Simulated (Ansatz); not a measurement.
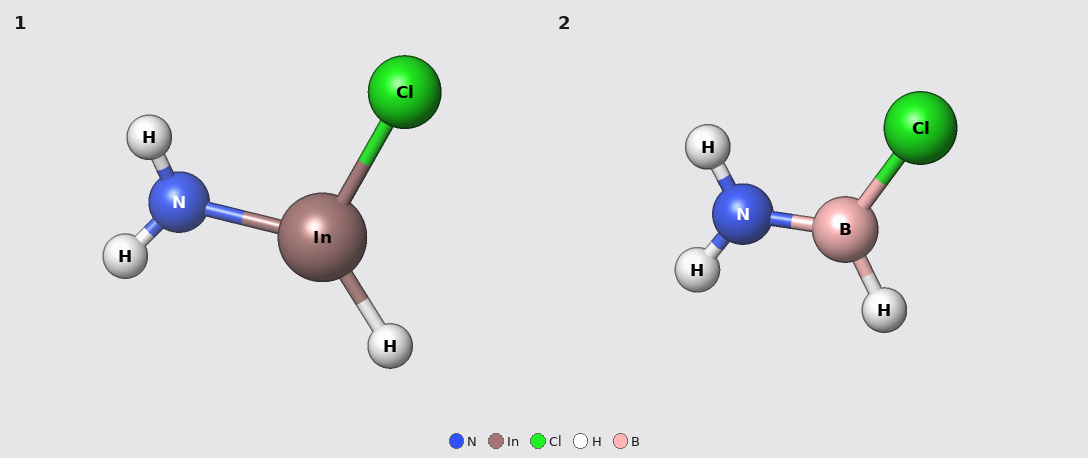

2 molecules with one skeleton, seen from the same side and at one scale. Charge 0, singlet. Computed geometries: PBE0-D4/def2-TZVP optimisations, one conformation each. Properties computed with Ansatz 0.2.0. Elements past Kr carry core potentials.

One atom differs, called X below: In in panel 1, B in panel 2. Their formulas are ClH3InN (`[NH2][InH][Cl]`), BClH3N (`NBCl`).

In which is the dipole moment larger (ωB97M-V/def2-TZVPP)?

Answer. In panel 1 (X = In).

In which is the HOMO–LUMO gap larger (ωB97M-V/def2-QZVPP)?

Answer. In panel 2 (X = B).

Give the values. With PBE0-D4/def2-TZVP: length of X–Cl (Å), length of X–H (Å), length of X–N (Å), angle N–X–Cl (°). With ωB97M-V/def2-QZVPP: HOMO energy (Kohn–Sham orbital) (eV), HOMO–LUMO gap (eV). With ωB97M-V/def2-TZVPP: dipole moment (D).

```json
{"quantity": "length of X–Cl (Å)", "1 (In)": "2.339", "2 (B)": "1.768", "2 − 1": "−0.571"}
{"quantity": "length of X–H (Å)", "1 (In)": "1.693", "2 (B)": "1.191", "2 − 1": "−0.502"}
{"quantity": "length of X–N (Å)", "1 (In)": "1.995", "2 (B)": "1.383", "2 − 1": "−0.612"}
{"quantity": "angle N–X–Cl (°)", "1 (In)": "109.2", "2 (B)": "119.7", "2 − 1": "+10.5"}
{"quantity": "HOMO energy (Kohn–Sham orbital) (eV)", "1 (In)": "−9.91", "2 (B)": "−10.75", "2 − 1": "−0.84"}
{"quantity": "HOMO–LUMO gap (eV)", "1 (In)": "10.05", "2 (B)": "12.53", "2 − 1": "+2.48"}
{"quantity": "dipole moment (D)", "1 (In)": "3.10", "2 (B)": "2.66", "2 − 1": "−0.44"}
```
